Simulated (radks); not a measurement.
**Polarisabilities and dispersion coefficients of Ni, Cu⁺, Zn²⁺ and others**

Aim: static dipole polarisabilities and C6 coefficients, each species in its NIST ground configuration. After each ground state the linear response is solved; its values go to the run's result record, not to the log. Response by self-consistent Sternheimer equations with the Hartree and adiabatic LDA kernel, the relativistic mass of each level held fixed and spin-orbit coupling left out.

Method: scalar-relativistic Kohn-Sham, LB94 model potential, spin-polarised, spherical densities, finite nucleus; open shells are filled with parallel spins first. Code: radks (a radial shooting solver on a logarithmic mesh, Libxc functionals) version 1.

### 1 The atom as given

```
species : Ni ([Ar] 3d8 4s2), Cu⁺ ([Ar] 3d10), Zn²⁺ ([Ar] 3d10), Ga³⁺ ([Ar] 3d10), Ge⁴⁺ ([Ar] 3d10), As⁵⁺ ([Ar] 3d10), Se⁶⁺ ([Ar] 3d10), Br⁷⁺ ([Ar] 3d10), Kr⁸⁺ ([Ar] 3d10)
```

In the logs a row gives level, spin channel, occupation and eigenvalue; Etot, Ekin, Encl (electron-nucleus), Eh (Hartree) and Exc are energies, all in hartree; err is the last residual, it the number of iterations.

LB94 adds a gradient term to the LDA potential that gives it a −1/r tail. It is a model potential with no energy functional, so Etot and Exc are not given.

### 2 Ni, [Ar] 3d8 4s2

Input:

```text
Z 28
configuration [Ar] 3d8 4s2
relativity scalar-relativistic
functional lda,pw
model_potential LB94
spin polarised
nucleus finite rms 3.7757 fm
c 137.035999084
response adiabatic LDA kernel
```

The log of the run:

```text
1s      1   1.0000        -304.59071499
2s      1   1.0000         -36.86880609
2p      1   3.0000         -31.85196798
3s      1   1.0000          -4.31534595
3p      1   3.0000          -2.87273148
3d      1   5.0000          -0.58792533
4s      1   1.0000          -0.37673273
1s      2   1.0000        -304.59146120
2s      2   1.0000         -36.87813112
2p      2   3.0000         -31.86025689
3s      2   1.0000          -4.25156682
3p      2   3.0000          -2.81126745
3d      2   3.0000          -0.53569231
4s      2   1.0000          -0.35132204
Etot None
Ekin 1549.8842136382736
Encl -3662.789409784758
Eh 655.9646091633515
Exc None
err 3.4228519445895297e-09
it 15
```

Highest occupied level: 4s down at -9.560 eV. The response step gives α = 34.96 bohr³ (62.34 without the induced potential) and C6 = 245.9 hartree bohr⁶.

Sizes of the orbitals, from the radial functions (bohr):

| level | occupation | energy (eV) | <r> | outermost maximum (interpolated) | 90 % within | nodes |
| --- | --- | --- | --- | --- | --- | --- |
| 3s up | 1 | -117.43 | 0.7429 | 0.640 | 1.11 | 2 |
| 3s down | 1 | -115.69 | 0.7440 | 0.641 | 1.12 | 2 |
| 3p up | 3 | -78.171 | 0.7805 | 0.647 | 1.21 | 1 |
| 3p down | 3 | -76.498 | 0.7822 | 0.648 | 1.21 | 1 |
| 3d up | 5 | -15.998 | 0.9737 | 0.626 | 1.69 | 0 |
| 3d down | 3 | -14.577 | 0.9848 | 0.627 | 1.72 | 0 |
| 4s up | 1 | -10.251 | 2.605 | 2.11 | 3.98 | 3 |
| 4s down | 1 | -9.560 | 2.676 | 2.14 | 4.11 | 3 |

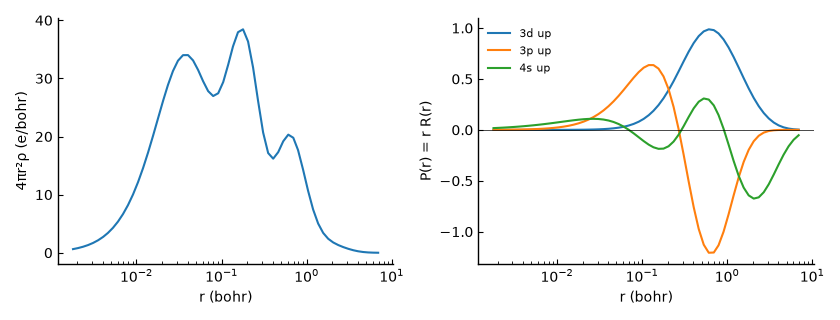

Left: shells in the radial density. Right: radial functions of the outer levels.

### 3 Cu⁺, [Ar] 3d10

Input:

```text
Z 29
configuration [Ar] 3d10
relativity scalar-relativistic
functional lda,pw
model_potential LB94
spin polarised
nucleus finite rms 3.8823 fm
c 137.035999084
response adiabatic LDA kernel
```

The log of the run:

```text
1s      1   1.0000        -328.54959486
2s      1   1.0000         -40.22121039
2p      1   3.0000         -34.90218793
3s      1   1.0000          -4.79005582
3p      1   3.0000          -3.24384238
3d      1   5.0000          -0.79624336
1s      2   1.0000        -328.54959486
2s      2   1.0000         -40.22121039
2p      2   3.0000         -34.90218793
3s      2   1.0000          -4.79005582
3p      2   3.0000          -3.24384238
3d      2   5.0000          -0.79624336
Etot None
Ekin 1687.512490454339
Encl -3987.5982413910433
Eh 713.2322516450449
Exc None
err 2.005023196156061e-09
it 16
```

3d is the highest filled level (-21.667 eV). The response step gives α = 5.923 bohr³ (8.018 without the induced potential) and C6 = 19.56 hartree bohr⁶.

### 4 Zn²⁺, [Ar] 3d10

Input:

```text
Z 30
configuration [Ar] 3d10
relativity scalar-relativistic
functional lda,pw
model_potential LB94
spin polarised
nucleus finite rms 3.9283 fm
c 137.035999084
response adiabatic LDA kernel
```

The log of the run:

```text
1s      1   1.0000        -353.96205630
2s      1   1.0000         -44.27878271
2p      1   3.0000         -38.63984454
3s      1   1.0000          -5.84261944
3p      1   3.0000          -4.17558174
3d      1   5.0000          -1.49619919
1s      2   1.0000        -353.96205630
2s      2   1.0000         -44.27878271
2p      2   3.0000         -38.63984454
3s      2   1.0000          -5.84261944
3p      2   3.0000          -4.17558174
3d      2   5.0000          -1.49619919
Etot None
Ekin 1832.0086822912544
Encl -4315.36420628907
Eh 759.6985095780053
Exc None
err 2.0853377855273195e-09
it 16
```

3d is the highest filled level (-40.714 eV). The response step gives α = 2.564 bohr³ (3.277 without the induced potential) and C6 = 6.856 hartree bohr⁶.

### 5 Ga³⁺, [Ar] 3d10

Input:

```text
Z 31
configuration [Ar] 3d10
relativity scalar-relativistic
functional lda,pw
model_potential LB94
spin polarised
nucleus finite rms 3.9973 fm
c 137.035999084
response adiabatic LDA kernel
```

The log of the run:

```text
1s      1   1.0000        -380.47297121
2s      1   1.0000         -48.64405851
2p      1   3.0000         -42.67139284
3s      1   1.0000          -7.05690629
3p      1   3.0000          -5.26247866
3d      1   5.0000          -2.34320074
1s      2   1.0000        -380.47297121
2s      2   1.0000         -48.64405851
2p      2   3.0000         -42.67139284
3s      2   1.0000          -7.05690629
3p      2   3.0000          -5.26247866
3d      2   5.0000          -2.34320074
Etot None
Ekin 1983.3543124316384
Encl -4655.486900050762
Eh 805.2459921514248
Exc None
err 2.1323511070944526e-09
it 15
```

3d is the highest filled level (-63.762 eV). The response step gives α = 1.375 bohr³ (1.701 without the induced potential) and C6 = 3.082 hartree bohr⁶.

### 6 Ge⁴⁺, [Ar] 3d10

Input:

```text
Z 32
configuration [Ar] 3d10
relativity scalar-relativistic
functional lda,pw
model_potential LB94
spin polarised
nucleus finite rms 4.0742 fm
c 137.035999084
response adiabatic LDA kernel
```

The log of the run:

```text
1s      1   1.0000        -408.07663091
2s      1   1.0000         -53.30638285
2p      1   3.0000         -46.98546989
3s      1   1.0000          -8.41819394
3p      1   3.0000          -6.49031009
3d      1   5.0000          -3.32568141
1s      2   1.0000        -408.07663091
2s      2   1.0000         -53.30638285
2p      2   3.0000         -46.98546989
3s      2   1.0000          -8.41819394
3p      2   3.0000          -6.49031009
3d      2   5.0000          -3.32568141
Etot None
Ekin 2141.588893360005
Encl -5008.304186741319
Eh 850.1984678229119
Exc None
err 1.4773112276425343e-09
it 15
```

3d is the highest filled level (-90.496 eV). The response step gives α = 0.8372 bohr³ (1.013 without the induced potential) and C6 = 1.608 hartree bohr⁶.

### 7 As⁵⁺, [Ar] 3d10

Input:

```text
Z 33
configuration [Ar] 3d10
relativity scalar-relativistic
functional lda,pw
model_potential LB94
spin polarised
nucleus finite rms 4.0968 fm
c 137.035999084
response adiabatic LDA kernel
```

The log of the run:

```text
1s      1   1.0000        -436.77241396
2s      1   1.0000         -58.25993818
2p      1   3.0000         -51.57547244
3s      1   1.0000          -9.91783063
3p      1   3.0000          -7.85082006
3d      1   5.0000          -4.43678242
1s      2   1.0000        -436.77241396
2s      2   1.0000         -58.25993818
2p      2   3.0000         -51.57547244
3s      2   1.0000          -9.91783063
3p      2   3.0000          -7.85082006
3d      2   5.0000          -4.43678242
Etot None
Ekin 2306.7588215939245
Encl -5374.045828677692
Eh 894.7472081309677
Exc None
err 1.252870066651362e-09
it 15
```

3d is the highest filled level (-120.73 eV). The response step gives α = 0.5537 bohr³ (0.6604 without the induced potential) and C6 = 0.9261 hartree bohr⁶.

### 8 Se⁶⁺, [Ar] 3d10

Input:

```text
Z 34
configuration [Ar] 3d10
relativity scalar-relativistic
functional lda,pw
model_potential LB94
spin polarised
nucleus finite rms 4.14 fm
c 137.035999084
response adiabatic LDA kernel
```

The log of the run:

```text
1s      1   1.0000        -466.56196655
2s      1   1.0000         -63.50152169
2p      1   3.0000         -56.43737696
3s      1   1.0000         -11.55048242
3p      1   3.0000          -9.33893614
3d      1   5.0000          -5.67215854
1s      2   1.0000        -466.56196655
2s      2   1.0000         -63.50152169
2p      2   3.0000         -56.43737696
3s      2   1.0000         -11.55048242
3p      2   3.0000          -9.33893614
3d      2   5.0000          -5.67215854
Etot None
Ekin 2478.913584172569
Encl -5752.883811751306
Eh 939.013070297975
Exc None
err 9.779049006320694e-10
it 15
```

3d is the highest filled level (-154.35 eV). The response step gives α = 0.3882 bohr³ (0.4578 without the induced potential) and C6 = 0.5724 hartree bohr⁶.

### 9 Br⁷⁺, [Ar] 3d10

Input:

```text
Z 35
configuration [Ar] 3d10
relativity scalar-relativistic
functional lda,pw
model_potential LB94
spin polarised
nucleus finite rms 4.1629 fm
c 137.035999084
response adiabatic LDA kernel
```

The log of the run:

```text
1s      1   1.0000        -497.44882652
2s      1   1.0000         -69.02953247
2p      1   3.0000         -61.56865189
3s      1   1.0000         -13.31275767
3p      1   3.0000         -10.95139567
3d      1   5.0000          -7.02890807
1s      2   1.0000        -497.44882652
2s      2   1.0000         -69.02953247
2p      2   3.0000         -61.56865189
3s      2   1.0000         -13.31275767
3p      2   3.0000         -10.95139567
3d      2   5.0000          -7.02890807
Etot None
Ekin 2658.110884604015
Encl -6144.965934263556
Eh 983.0770360731549
Exc None
err 8.91350496396576e-10
it 15
```

3d is the highest filled level (-191.27 eV). The response step gives α = 0.2840 bohr³ (0.3321 without the induced potential) and C6 = 0.3729 hartree bohr⁶.

### 10 Kr⁸⁺, [Ar] 3d10

Input:

```text
Z 36
configuration [Ar] 3d10
relativity scalar-relativistic
functional lda,pw
model_potential LB94
spin polarised
nucleus finite rms 4.1884 fm
c 137.035999084
response adiabatic LDA kernel
```

The log of the run:

```text
1s      1   1.0000        -529.43733950
2s      1   1.0000         -74.84334189
2p      1   3.0000         -66.96768732
3s      1   1.0000         -15.20245468
3p      1   3.0000         -12.68602498
3d      1   5.0000          -8.50500811
1s      2   1.0000        -529.43733950
2s      2   1.0000         -74.84334189
2p      2   3.0000         -66.96768732
3s      2   1.0000         -15.20245468
3p      2   3.0000         -12.68602498
3d      2   5.0000          -8.50500811
Etot None
Ekin 2844.411967521827
Encl -6550.423720678561
Eh 1026.9960754979152
Exc None
err 7.031127160906225e-10
it 15
```

The top filled level is 3d, -231.43 eV. The response step gives α = 0.2147 bohr³ (0.2493 without the induced potential) and C6 = 0.2531 hartree bohr⁶.

### 11 All runs together

| species | −ε(HOMO) (eV) | α (bohr³) | α uncoupled (bohr³) | C6 (hartree bohr⁶) | C8 (hartree bohr⁸) | recommended α (bohr³) |
| --- | --- | --- | --- | --- | --- | --- |
| Ni | 9.560 | 34.96 | 62.34 | 245.9 | - | 49 |
| Cu⁺ | 21.667 | 5.923 | 8.018 | 19.56 | 345.9 | - |
| Zn²⁺ | 40.714 | 2.564 | 3.277 | 6.856 | 76.68 | - |
| Ga³⁺ | 63.762 | 1.375 | 1.701 | 3.082 | 25.01 | - |
| Ge⁴⁺ | 90.496 | 0.8372 | 1.013 | 1.608 | 10.19 | - |
| As⁵⁺ | 120.73 | 0.5537 | 0.6604 | 0.9261 | 4.792 | - |
| Se⁶⁺ | 154.35 | 0.3882 | 0.4578 | 0.5724 | 2.490 | - |
| Br⁷⁺ | 191.27 | 0.2840 | 0.3321 | 0.3729 | 1.393 | - |
| Kr⁸⁺ | 231.43 | 0.2147 | 0.2493 | 0.2531 | 0.8246 | - |

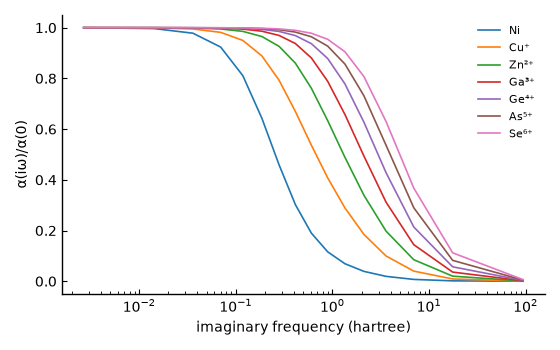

Polarisability at imaginary frequency, each scaled by its static value.

Uncoupled leaves out the potential induced by the response; C6 and C8 are for like pairs. Ni is the most polarisable and Kr⁸⁺ the least, a factor 163 apart. For the pair Ni–Kr⁸⁺ the Casimir-Polder integral gives C6 = 3.566, the rule 2·Ca·Cb/(Ca·αb/αa + Cb·αa/αb) on the like-pair values 2.914. Against the recommended values (Schwerdtfeger and Nagle, 2023 table) the misses are Ni -29 %. C8 is given only where no p, d or f shell is open. For heavy and open-shell atoms this level can miss by tens of per cent.
